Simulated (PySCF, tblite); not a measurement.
# C6H5O2S radical: geometry, infrared bands and EPR parameters

What infrared bands and EPR parameters should C6H5O2S radical (`[CH2]Sc1ccc(=O)oc1`) show?

Computed with tblite 0.8.0 and PySCF 2.14.0, with density-fitted response routines of our own, on a single molecule in the gas phase. Atoms are numbered from 0 throughout.

### Step 1. The molecule as given

14 atoms, charge 0, multiplicity 2; geometry from: force field or distance geometry start.

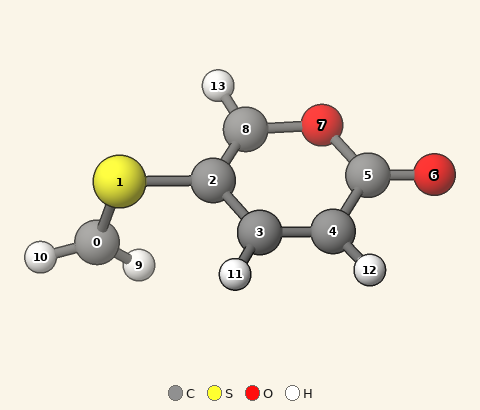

The starting geometry (carbon grey, sulfur yellow, oxygen red, hydrogen white), atoms numbered; sticks join atoms by distance.

### Step 2. Optimising the geometry with GFN2-xTB

What the job is given:

```
{"job": {"kind": "relax", "xc": "GFN2-xTB", "basis": "xTB"}, "charge": 0, "multiplicity": 2}
C      2.835200    -0.101800     0.188100
S      1.946200     0.455000    -1.200300
C      0.368600     0.335300    -0.524600
C     -0.385700    -0.881800    -0.646900
C     -1.626100    -0.978100    -0.134900
C     -2.266700     0.175700     0.523200
O     -3.392600     0.079900     0.981800
O     -1.527000     1.338900     0.605700
C     -0.230300     1.377800     0.063800
H      2.331600    -0.368400     1.122500
H      3.903700    -0.172200     0.129900
H      0.066400    -1.745300    -1.131100
H     -2.220200    -1.879900    -0.197500
H      0.196200     2.364400     0.198100
```

Started as:

```bash
$ OMP_NUM_THREADS=1 python probes_run.py task.json out
```

This one command runs all jobs of the session in turn.

Output:

```text
step      E/eV     max force
  0    -725.51404    2.382
  1    -725.67871    1.621
  2    -725.71481    1.226
  3    -725.73817    0.464
  4    -725.74858    0.360
  5    -725.75568    0.299
  6    -725.75974    0.173
  7    -725.76199    0.136
  8    -725.76342    0.095
  9    -725.76415    0.072
 10    -725.76449    0.060
 11    -725.76475    0.054
 12    -725.76511    0.053
 13    -725.76558    0.070
 14    -725.76605    0.069
 15    -725.76645    0.056
 16    -725.76686    0.061
 17    -725.76740    0.089
 18    -725.76810    0.098
 19    -725.76894    0.081
 20    -725.76995    0.082
 21    -725.77121    0.095
 22    -725.77286    0.153
 23    -725.77487    0.197
 24    -725.77702    0.163
 25    -725.77877    0.105
 26    -725.77901    0.147
 27    -725.78010    0.068
 28    -725.78046    0.066
 29    -725.78155    0.069
 30    -725.78244    0.101
 31    -725.78389    0.111
 32    -725.78536    0.099
 33    -725.78748    0.119
 34    -725.78984    0.149
 35    -725.79252    0.156
 36    -725.79493    0.117
 37    -725.79703    0.096
 38    -725.79891    0.089
 39    -725.80050    0.113
 40    -725.80142    0.142
 41    -725.80226    0.086
 42    -725.80302    0.086
 43    -725.80412    0.074
 44    -725.80478    0.070
 45    -725.80556    0.080
 46    -725.80638    0.089
 47    -725.80775    0.110
 48    -725.81002    0.159
 49    -725.81312    0.183
 50    -725.81660    0.152
 51    -725.82033    0.180
 52    -725.82479    0.210
 53    -725.82838    0.336
 54    -725.83521    0.253
 55    -725.84234    0.174
 56    -725.84716    0.178
 57    -725.85215    0.208
 58    -725.85742    0.149
 59    -725.85989    0.117
 60    -725.86114    0.076
 61    -725.86156    0.207
 62    -725.86306    0.103
 63    -725.86413    0.083
 64    -725.86524    0.106
 65    -725.86631    0.093
 66    -725.86731    0.090
 67    -725.86824    0.073
 68    -725.86884    0.060
 69    -725.86932    0.054
 70    -725.86978    0.051
 71    -725.87024    0.056
 72    -725.87063    0.052
 73    -725.87098    0.047
 74    -725.87127    0.047
 75    -725.87151    0.040
 76    -725.87173    0.048
 77    -725.87196    0.048
 78    -725.87223    0.050
 79    -725.87248    0.037
 80    -725.87268    0.032
 81    -725.87283    0.036
 82    -725.87298    0.029
 83    -725.87313    0.030
 84    -725.87328    0.034
 85    -725.87341    0.029
 86    -725.87352    0.023
 87    -725.87359    0.018
 88    -725.87364    0.021
 89    -725.87369    0.025
 90    -725.87377    0.031
 91    -725.87392    0.040
 92    -725.87413    0.038
 93    -725.87431    0.024
 94    -725.87439    0.021
 95    -725.87442    0.019
 96    -725.87445    0.015
 97    -725.87451    0.017
 98    -725.87456    0.019
 99    -725.87460    0.018
100    -725.87463    0.015
101    -725.87467    0.015
102    -725.87473    0.021
103    -725.87479    0.021
104    -725.87484    0.015
105    -725.87485    0.007
```

Wall time 0.55 s (1 thread of Arm Neoverse V2, shared host).

Along the way: (not every step is listed)

```tsv
step	energy from step 0 (eV)	largest force (eV/Å)
0	0.0000	2.3817
1	-0.1647	1.6209
2	-0.2008	1.2262
3	-0.2241	0.4645
4	-0.2345	0.3598
5	-0.2416	0.2986
6	-0.2457	0.1729
7	-0.2479	0.1361
8	-0.2494	0.0947
17	-0.2534	0.0895
26	-0.2650	0.1475
35	-0.2785	0.1557
44	-0.2907	0.0701
53	-0.3143	0.3363
62	-0.3490	0.1032
71	-0.3562	0.0556
80	-0.3586	0.0322
89	-0.3596	0.0245
98	-0.3605	0.0191
100	-0.3606	0.0149
101	-0.3606	0.0153
102	-0.3607	0.0208
103	-0.3607	0.0210
104	-0.3608	0.0153
105	-0.3608	0.0067
```

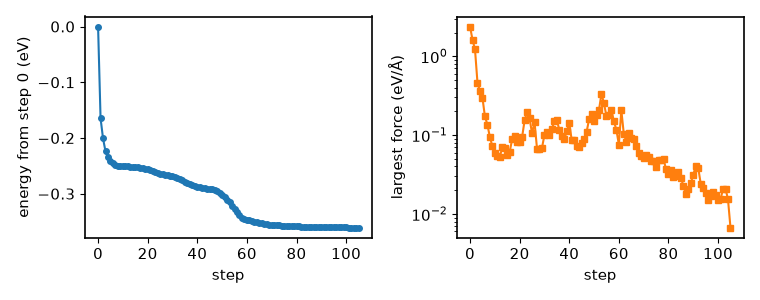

Energy and force, step by step.

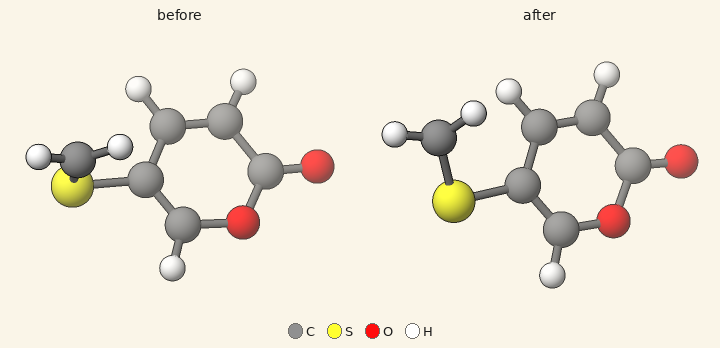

The geometry before (left) and after (right).

Close pairs (by a distance rule), those that changed most:

```tsv
bond	before (Å)	after (Å)	change (Å)
O7–C8	1.406	1.330	-0.076
S1–C2	1.720	1.768	+0.048
C0–S1	1.740	1.698	-0.042
C4–C5	1.475	1.452	-0.023
C0–H9	1.094	1.072	-0.023
C2–C8	1.339	1.358	+0.020
C5–O6	1.219	1.203	-0.017
C2–C3	1.437	1.426	-0.011
```

The end geometry stands in the next job.

### Step 3. Vibrational analysis with GFN2-xTB

What the job is given:

```
{"job": {"kind": "ir", "xc": "GFN2-xTB", "basis": "xTB"}, "charge": 0, "multiplicity": 2}
C      2.816653    -0.504365    -0.120677
S      2.042545     0.924525    -0.612008
C      0.349514     0.575889    -0.239792
C     -0.173530    -0.751028    -0.263162
C     -1.478205    -0.952038     0.014138
C     -2.368033     0.147710     0.339651
O     -3.536877     0.060632     0.610395
O     -1.794136     1.406933     0.322501
C     -0.505676     1.590749     0.049485
H      2.455483    -1.035743     0.737313
H      3.843129    -0.593847    -0.411947
H      0.484840    -1.567600    -0.521860
H     -1.926671    -1.932147    -0.002492
H     -0.209714     2.629857     0.076290
```

Output:

```text
mode    cm-1     km/mol
  1      65.8      1.94
  2      94.0      6.37
  3     164.6      3.52
  4     242.9      2.00
  5     305.1      1.32
  6     334.5      4.05
  7     340.1      3.28
  8     377.1      0.30
  9     453.1      2.90
 10     468.3     20.62
 11     483.0     41.61
 12     598.6      6.06
 13     636.8      1.90
 14     686.8     13.89
 15     796.7     41.44
 16     802.4     55.66
 17     850.7      9.58
 18     881.8     14.92
 19     912.8      4.32
 20     930.6      1.17
 21     933.6     18.61
 22    1037.1     56.10
 23    1097.4     34.20
 24    1148.9     16.35
 25    1197.1     90.99
 26    1269.0     27.01
 27    1333.8      2.58
 28    1362.2      4.92
 29    1507.9    165.76
 30    1610.7     21.48
 31    1759.3    852.27
 32    3077.6      3.59
 33    3079.3      9.65
 34    3117.3      2.22
 35    3123.3      2.02
 36    3188.3      3.08
```

Wall time 0.38 s (1 thread of Arm Neoverse V2, shared host).

Which atoms move in the most intense modes:

```tsv
cm⁻¹	km/mol	atoms
483	41.6	H9 32 %, H10 20 %, C0 11 %, C2 10 %
797	41.4	H13 42 %, C5 15 %, C8 14 %
802	55.7	O7 24 %, O6 14 %, C5 14 %, C4 13 %
1037	56.1	C5 28 %, C2 24 %, C4 23 %
1097	34.2	H11 38 %, C2 23 %, C5 14 %
1197	91.0	H13 43 %, O7 27 %, C8 12 %
1508	165.8	C2 36 %, C8 33 %, C3 15 %, C4 10 %
1759	852.3	C5 62 %, O6 35 %
```

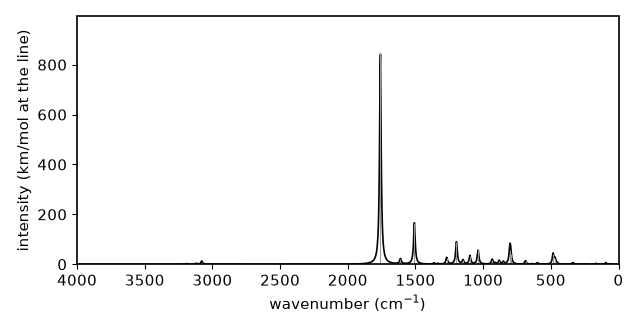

The infrared spectrum from these modes, unscaled. Lines are broadened to a width of 14 cm⁻¹ (Lorentzian).

### Step 4. EPR parameters: B3LYP/pcH-1

Same as in step 3 but for these lines:

```diff
@@ -1,2 +1,2 @@
-{"job": {"kind": "ir", "xc": "GFN2-xTB", "basis": "xTB"}, "charge": 0, "multiplicity": 2}
+{"job": {"kind": "epr", "basis": "pcH-1"}, "charge": 0, "multiplicity": 2}
 C      2.816653    -0.504365    -0.120677
```

Level: UKS B3LYP, pcH-1 on C H O S, non-relativistic, mean-field spin-orbit, GIAO.

Output:

```text
UKS, coarse grid
  cycle   1  E = -780.04128305  |g| = 7.09e-01
  cycle   2  E = -779.26453500  |g| = 1.53e+00
  cycle   3  E = -780.19989015  |g| = 2.77e-01
  cycle   4  E = -780.22647270  |g| = 1.19e-01
  cycle   5  E = -780.23101324  |g| = 3.49e-02
  cycle   6  E = -780.23152704  |g| = 1.33e-02
  cycle   7  E = -780.23160922  |g| = 5.06e-03
  cycle   8  E = -780.23162399  |g| = 2.09e-03
  cycle   9  E = -780.23162708  |g| = 9.21e-04
UKS, final grid
  cycle   1  E = -780.23163437  |g| = 1.32e-03
  cycle   2  E = -780.23163254  |g| = 2.43e-03
  cycle   3  E = -780.23163523  |g| = 2.79e-04
  cycle   4  E = -780.23163527  |g| = 9.58e-05
  cycle   5  E = -780.23163528  |g| = 8.47e-05
  cycle   6  E = -780.23163530  |g| = 3.93e-05
  cycle   7  E = -780.23163530  |g| = 1.72e-05
E = -780.23163530 Eh   <S^2> = 0.7556 (exact 0.7500)
g shifts (ppm)      1          2          3
  rmc          -171       -171       -171
  gc             25         50         29
  oz_so        -169       2129       6285
  total        -315       2009       6143
hyperfine (MHz)  atom isotope    a_iso     a_fc   dipolar eigenvalues
    0   13C     118.88     118.59    -66.80    -66.00    132.81
    1   33S       7.61       8.01    -25.54    -22.22     47.76
    2   13C       5.60       5.60     -5.74      1.03      4.71
    3   13C       0.99       0.99     -1.34     -0.65      1.99
    4   13C      -2.23      -2.23     -2.80      1.08      1.72
    5   13C       2.21       2.21     -0.44     -0.08      0.52
    6   17O      -0.25      -0.25     -1.16      0.49      0.67
    7   17O      -1.18      -1.20     -3.21      1.52      1.69
    8   13C       7.55       7.55     -6.03     -5.08     11.11
    9    1H     -23.55     -23.64    -30.99     -1.61     32.60
   10    1H     -50.54     -50.64    -31.26     -2.06     33.33
   11    1H      -1.65      -1.66     -5.03     -2.84      7.87
   12    1H       2.64       2.64     -0.76     -0.67      1.43
   13    1H      -4.88      -4.88     -1.93     -0.76      2.69
```

Run time: 84 s. Hardware: 1 thread of Arm Neoverse V2, shared host; peak memory 0.97 GiB.

Principal g values 2.00200, 2.00433, 2.00846; g(iso) = 2.00493, against 2.00232 for a free electron.

Hyperfine couplings; where a row names several nuclei, a(iso) is their mean (it holds for fast rotation or exchange) and the dipolar term the largest among them:

```tsv
nuclei	isotope	a(iso) (MHz)	a(iso) (G, at g = 2.0023)	largest dipolar term (MHz)
C0	13C	118.9	42.4	132.8
H9, H10	1H	-37.0	-13.2	33.3
S1	33S	7.6	2.7	47.8
C8	13C	7.6	2.7	11.1
C2	13C	5.6	2.0	-5.7
H13	1H	-4.9	-1.7	2.7
H12	1H	2.6	0.9	1.4
C4	13C	-2.2	-0.8	-2.8
C5	13C	2.2	0.8	0.5
H11	1H	-1.7	-0.6	7.9
O7	17O	-1.2	-0.4	-3.2
C3	13C	1.0	0.4	2.0
O6	17O	-0.2	-0.1	-1.2
```

Mulliken spin populations:

C0 0.82; S1 0.19; C2 -0.03; C3 0.01; C4 -0.02; C5 0.00; O6 0.00; O7 0.00; C8 0.06; H9 -0.02; H10 -0.03; H11 0.00; H12 0.00; H13 0.00

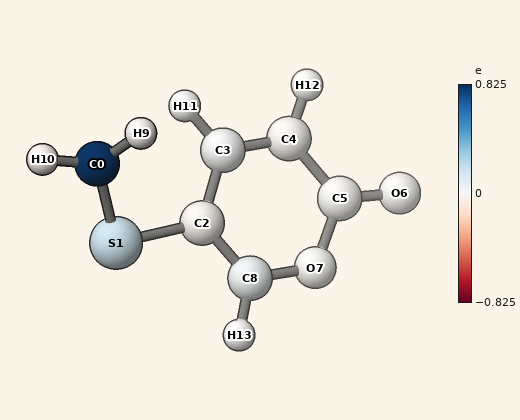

Mulliken spin populations, as colours on the atoms.

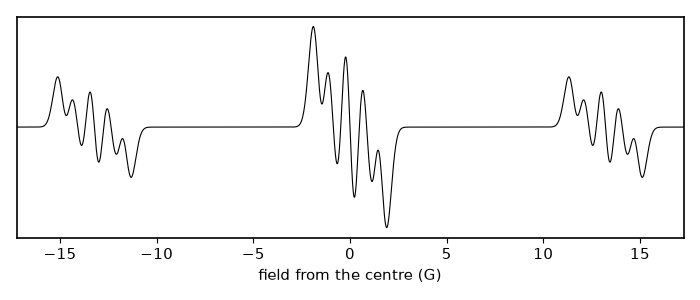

First-order isotropic spectrum (first derivative, main isotopes with spin only, couplings over 0.8 MHz, Gaussian width 0.3 G; couplings of the frozen geometry, rotation of groups not averaged beyond the rows shown).

The fields below are evaluated on a grid from the run's orbitals.

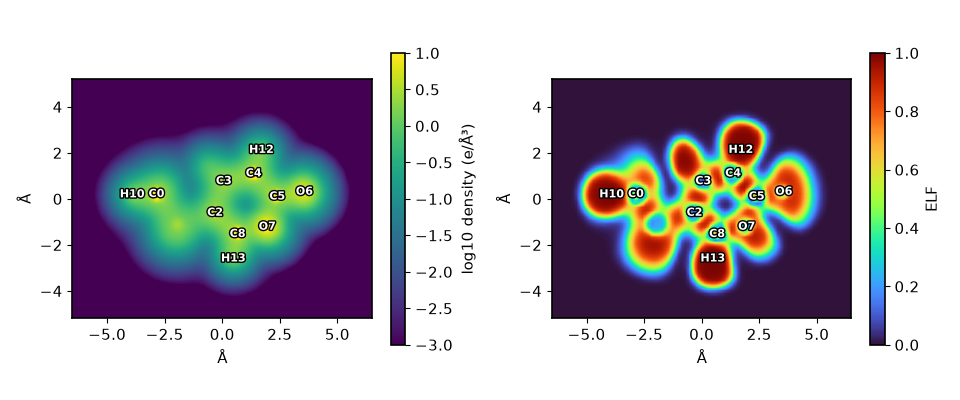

Density (left) and ELF (right) in a plane through or near 11 of the atoms.

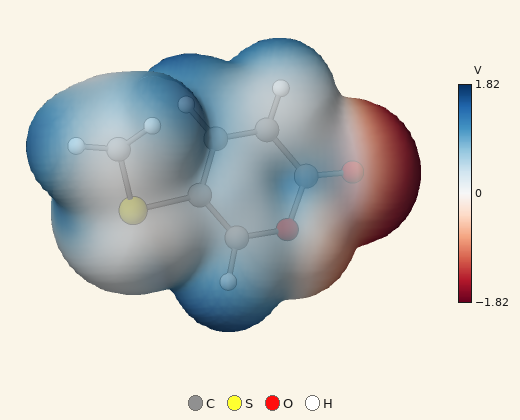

Electrostatic potential on the surface of density 0.002 e/bohr³; red is low, blue high. It runs from -1.82 V near O6 to 1.50 V near H13.

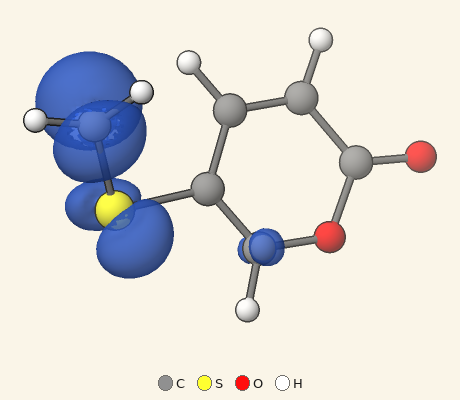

Spin density at ±0.04 e/Å³ (alpha excess blue, beta excess red).

### Step 5. What came out

| quantity | value |
| --- | --- |
| strongest single infrared mode (GFN2-xTB) | 1759 cm⁻¹, 852 km/mol |
| zero-point energy (GFN2-xTB) | 57.6 kcal/mol |
| g(iso) (B3LYP) | 2.00493 |
| ⟨S²⟩ | 0.756 (exact 0.75) |
| largest a(iso) (averaged by class) | 13C on C0, 118.9 MHz |
| surface potential, least and greatest | -1.82 V and 1.50 V |

Over 105 steps the energy fell by 0.361 eV; of the close pairs, O7–C8 changed most, 1.406 to 1.330 Å. No mode is imaginary among the 36: a minimum at this level. The strongest single mode, at 1759 cm⁻¹, moves mainly C5 and O6. Unscaled tight-binding wavenumbers are off by several per cent, some by more. Its intensities can rank the bands wrongly. C0 carries the largest spin population, 0.82 e. The isotropic g lies 2.6 ppt above the free-electron value.
